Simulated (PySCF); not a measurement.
Consider C₅H₁₁OSi (SMILES C[Si]1CCOCC1) (doublet).

```xyz
18

C     2.1084   -0.3093   -0.9630
Si    0.9985   -0.7510    0.5290
C    -0.6319   -1.5673   -0.0510
C    -1.5752   -0.4679   -0.5482
O    -1.8337    0.5337    0.4054
C    -0.7666    1.4264    0.6142
C     0.3913    0.8296    1.4198
H     3.0103    0.2049   -0.6448
H     2.4137   -1.1997   -1.5044
H     1.5891    0.3414   -1.6659
H    -1.1206   -2.0955    0.7675
H    -0.4751   -2.2862   -0.8548
H    -2.5564   -0.8907   -0.7877
H    -1.1655   -0.0111   -1.4641
H    -1.2061    2.2724    1.1526
H    -0.3952    1.7936   -0.3566
H     0.0312    0.6028    2.4230
H     1.1752    1.5804    1.5174
```

Geometry: GFN2-xTB.

The calculation used UKS B3LYP, pcH-1 on C H O Si, non-relativistic, mean-field spin-orbit, GIAO in PySCF.

Q: What can the converged electron density, electron localisation function and spin density tell about the bonding?

A: C–O (1.41 Å): ρ at the midpoint is about 2.1 e/Å³, with its minimum of 1.8 e/Å³ about 0.5 Å from C; the ELF peaks at about 0.90 between the atoms: a shared but strongly polarised pair.
C–H (1.09 Å): ρ is about 2 e/Å³ halfway; the ELF climbs to about 1 towards the hydrogen, as it does in any bond to H (a covalent bond by its length).
The unpaired spin (1 electron) lies mostly on Si2 (about 0.7), in electrons by Hirshfeld's partition.

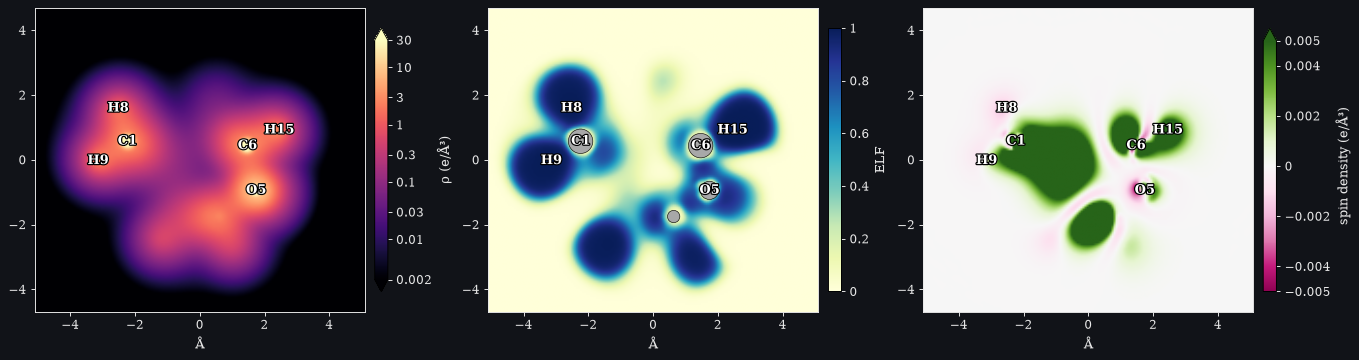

Computed electron density, electron localisation function and spin density on the plane of atoms O5, C6 and H15, in this order. Grey discs cover the atomic cores in the ELF map. 
